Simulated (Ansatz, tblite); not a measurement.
# Ge(SMe)2Me2 (C₄H₁₂GeS₂): which spin state is lowest

Is the singlet the ground state of Ge(SMe)2Me2 (C₄H₁₂GeS₂)? Other spin states are computed and compared level by level.

The runs use Ansatz 0.2.0, Gaussian basis; as each input shows.

Plan: triplet, at the geometry of the singlet (GFN1-xTB, GFN2-xTB, PBE0-D4/def2-TZVP, PBE-D4/def2-TZVP, r2SCAN-D4/def2-TZVP); the singlet's energies come from earlier runs.

2 further runs of the same task are left out: 2 set aside as unsound or not needed.

### Step 1. The structure

The geometry is that of the singlet, from an earlier relaxation (r2SCAN-D4/def2-SVP).

19 atoms, charge 0, spin multiplicity 1.

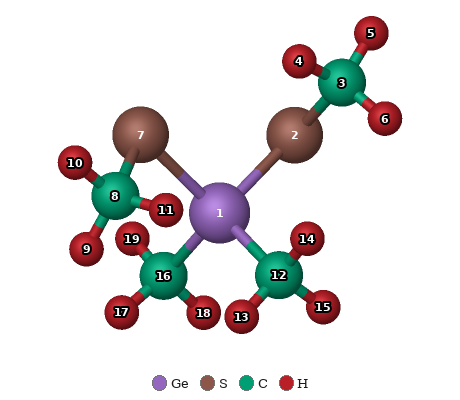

The structure; germanium purple, sulfur brown, carbon teal, hydrogen red; atoms are numbered from 1 in the order of the file.

### Step 2. Triplet at the fixed geometry, GFN1-xTB

Tight binding, by tblite at 300 K electronic temperature and without a spin-polarisation term:

```python
tblite.interface.Calculator('GFN1-xTB', numbers, positions, charge=0, uhf=2).singlepoint()
```

Energy -648.8278 eV; 0.025 s.

### Step 3. Triplet at the fixed geometry, GFN2-xTB

Tight binding, by tblite at 300 K electronic temperature and without a spin-polarisation term:

```python
tblite.interface.Calculator('GFN2-xTB', numbers, positions, charge=0, uhf=2).singlepoint()
```

Energy -625.0574 eV; 0.021 s.

### Step 4. Triplet at the fixed geometry, PBE0-D4/def2-TZVP

The input, in.yaml:

```yaml
crystal:
  periodic: [false, false, false]
  atoms:
    - {symbol: Ge, position_ang: [-0.395327, -0.512911, 0.205952]}
    - {symbol: S, position_ang: [-0.027596, -0.805691, 2.381065]}
    - {symbol: C, position_ang: [1.153386, 0.559898, 2.684606]}
    - {symbol: H, position_ang: [1.958098, 0.549634, 1.934892]}
    - {symbol: H, position_ang: [1.587581, 0.389648, 3.679266]}
    - {symbol: H, position_ang: [0.647413, 1.536372, 2.681122]}
    - {symbol: S, position_ang: [1.602301, -0.803830, -0.777251]}
    - {symbol: C, position_ang: [1.383721, 0.167452, -2.313945]}
    - {symbol: H, position_ang: [0.558114, -0.217771, -2.931411]}
    - {symbol: H, position_ang: [2.317743, 0.062000, -2.883912]}
    - {symbol: H, position_ang: [1.222233, 1.234810, -2.103500]}
    - {symbol: C, position_ang: [-1.049548, 1.287964, -0.183098]}
    - {symbol: H, position_ang: [-1.306664, 1.389660, -1.248777]}
    - {symbol: H, position_ang: [-0.292608, 2.044723, 0.070378]}
    - {symbol: H, position_ang: [-1.953736, 1.475218, 0.416148]}
    - {symbol: C, position_ang: [-1.667826, -1.888639, -0.323922]}
    - {symbol: H, position_ang: [-1.830915, -1.851021, -1.411734]}
    - {symbol: H, position_ang: [-2.631215, -1.735976, 0.186306]}
    - {symbol: H, position_ang: [-1.275156, -2.881529, -0.062193]}
basis:
  gaussian: {orbitals: def2-TZVP}
magnetization: {spin_polarized: true, initial_magnetization: 2}
hamiltonian: {xc: pbe0, dispersion: d4}
scf: {omitted_lower_state_checks: [starts]}
output: {orbitals: {seedname: orbitals}}
```

Command:

```sh
$ ansatz run in.yaml --threads 2 --pin off --events-out ev --progress --plain --max-ram 31744MiB --backend cuda --devices 0, --max-vram 18GiB
```

Standard output:

```text
Functional definition: PBE0
  name "PBE0"
  cite "Adamo & Barone, J. Chem. Phys. 110, 6158 (1999) doi:10.1063/1.478522"
  cite "Perdew, Burke & Ernzerhof, Phys. Rev. Lett. 77, 3865 (1996) doi:10.1103/PhysRevLett.77.3865"
  parent pbe
  parameter a = 0.25
  parameter kappa = 0.804
  parameter beta = 0.06672455060314922
  exchange = (1 - a)*pbe_x(kappa = kappa, mu = beta*pi^2/3) + a*exact_x
  correlation = pbe_c(beta = beta)
these checks for a lower state are left out or cut short: starts
2191 factors; their error is unknown
mean field evaluation 1: about -82494.1233 eV, gradient 6.3e1 eV
mean field evaluation 2: about -82477.6207 eV, gradient 7.9e1 eV
mean field evaluation 4: about -82507.9422 eV, gradient 2.2e1 eV
mean field evaluation 8: about -82511.8039 eV, gradient 1.2e0 eV
mean field evaluation 16: about -82512.1703 eV, gradient 1.0e-1 eV
mean field evaluation 32: about -82512.1709 eV, gradient 5.2e-5 eV
mean field -82512.17089606 eV, -3032.2663516721 hartree, gradient 1.7e-5 eV, S^2 2.006863; 0 other end points of the search recorded, 0 dependent functions left out
reference -82512.17093742 eV, -3032.2663531918 hartree; 51, 49 occupied and 267, 269 virtual orbitals, 2191 factors
Total energy: -82512.65563945 eV, -3032.2841656632 hartree
Checks for a lower state left out: starts
```

Wall time 4.1 s (1 × H100 (card shared with other runs) with 2 threads of AMD EPYC 7R13, shared host); peak host memory 0.96 GiB.

Report: HOMO -1.77 eV, LUMO -4.66 eV (over both spins; with the spin held, an empty level of the minority spin lies below the top filled one); ⟨S²⟩ 2.007 (pure: 2.00).

### Step 5. Triplet at the fixed geometry, PBE-D4/def2-TZVP

start.molden holds the orbitals of an earlier run on this state, given as this run's starting guess.

in.yaml, as its differences from that of step 4:

```diff
@@ -23,5 +23,5 @@
 basis:
-  gaussian: {orbitals: def2-TZVP}
+  gaussian: {orbitals: def2-TZVP, initial_orbitals: start.molden}
 magnetization: {spin_polarized: true, initial_magnetization: 2}
-hamiltonian: {xc: pbe0, dispersion: d4}
+hamiltonian: {xc: pbe, dispersion: d4}
 scf: {omitted_lower_state_checks: [starts]}
```

The command is unchanged.

Standard output:

```text
Functional definition: PBE
  name "PBE"
  cite "Perdew, Burke & Ernzerhof, Phys. Rev. Lett. 77, 3865 (1996) doi:10.1103/PhysRevLett.77.3865"
  parent pbe
  parameter kappa = 0.804
  parameter beta = 0.06672455060314922
  exchange = pbe_x(kappa = kappa, mu = beta*pi^2/3)
  correlation = pbe_c(beta = beta)
these checks for a lower state are left out or cut short: starts
2128 factors; their error is unknown
mean field evaluation 1: about -82508.0942 eV, gradient 1.1e1 eV
mean field evaluation 2: about -82508.3185 eV, gradient 4.0e-1 eV
mean field evaluation 4: about -82508.2037 eV, gradient 4.3e0 eV
mean field evaluation 8: about -82508.3569 eV, gradient 1.0e-1 eV
mean field evaluation 16: about -82508.3571 eV, gradient 1.0e-4 eV
mean field -82508.35708041 eV, -3032.1261965319 hartree, gradient 2.7e-6 eV, S^2 2.003450; 0 other end points of the search recorded, 0 dependent functions left out
reference -82508.35713559 eV, -3032.1261985598 hartree; 51, 49 occupied and 267, 269 virtual orbitals, 2128 factors
Total energy: -82508.91500056 eV, -3032.1466997195 hartree
Checks for a lower state left out: starts
```

It took 4.2 s on 1 × H100 (card shared with other runs) with 2 threads of AMD EPYC 7R13, shared host; peak host memory 0.99 GiB.

From the report: HOMO -0.90 eV, LUMO -5.48 eV (over both spins; with the spin held, an empty level of the minority spin lies below the top filled one); ⟨S²⟩ 2.003 (pure: 2.00).

### Step 6. Triplet at the fixed geometry, r2SCAN-D4/def2-TZVP

in.yaml, as its differences from that of step 5:

```diff
@@ -25,3 +25,3 @@
 magnetization: {spin_polarized: true, initial_magnetization: 2}
-hamiltonian: {xc: pbe, dispersion: d4}
+hamiltonian: {xc: r2scan, dispersion: d4}
 scf: {omitted_lower_state_checks: [starts]}
```

The command is unchanged.

Standard output (excerpt; [...] marks lines left out):

```text
Functional definition: r2SCAN
  name "r2SCAN"
  cite "Furness, Kaplan, Ning, Perdew & Sun, J. Phys. Chem. Lett. 11, 8208 (2020) doi:10.1021/acs.jpclett.0c02405"
  cite "Furness, Kaplan, Ning, Perdew & Sun, J. Phys. Chem. Lett. 11, 9248 (2020) doi:10.1021/acs.jpclett.0c03077"
  parent r2scan
[...]
2128 factors; their error is unknown
[...]
mean field -82527.93590553 eV, -3032.8457050842 hartree, gradient 1.0e-5 eV, S^2 2.008360; 0 other end points of the search recorded, 0 dependent functions left out
reference -82527.93592414 eV, -3032.8457057680 hartree; 51, 49 occupied and 267, 269 virtual orbitals, 2128 factors
Total energy: -82528.08563349 eV, -3032.8512074851 hartree
Checks for a lower state left out: starts
```

Wall time 5.5 s (1 × H100 (card shared with other runs) with 2 threads of AMD EPYC 7R13, shared host); peak host memory 1.1 GiB.

Report: HOMO -1.03 eV, LUMO -5.38 eV (over both spins; with the spin held, an empty level of the minority spin lies below the top filled one); ⟨S²⟩ 2.008 (pure: 2.00).

### Step 7. Triplet less singlet, vertical

The singlet's energies are those of its earlier runs, whose logs aren't repeated here.

```tsv
level	triplet less singlet, vertical (eV)	time
GFN1-xTB	+5.365	0.043 s
GFN2-xTB	+4.394	0.033 s
PBE-D4/def2-TZVP	+4.706	5.9 s
r2SCAN-D4/def2-TZVP	+4.934	7.6 s
PBE0-D4/def2-TZVP	+5.057	6.1 s
```

Times add the two runs; a level without a time comes out of a correlated run. Tight binding without a spin term can't rank spin states.

### Step 8. Outcome

| quantity | value |
| --- | --- |
| triplet less singlet, vertical, functionals in def2-TZVP | +4.706 (PBE-D4) to +5.057 eV (PBE0-D4) |

In words: All functionals put the triplet above the singlet, over a spread of 0.350 eV. The checks for a lower triplet were left out, so another state of that spin may lie lower. These are electronic energies, without zero-point motion, entropy or surroundings.
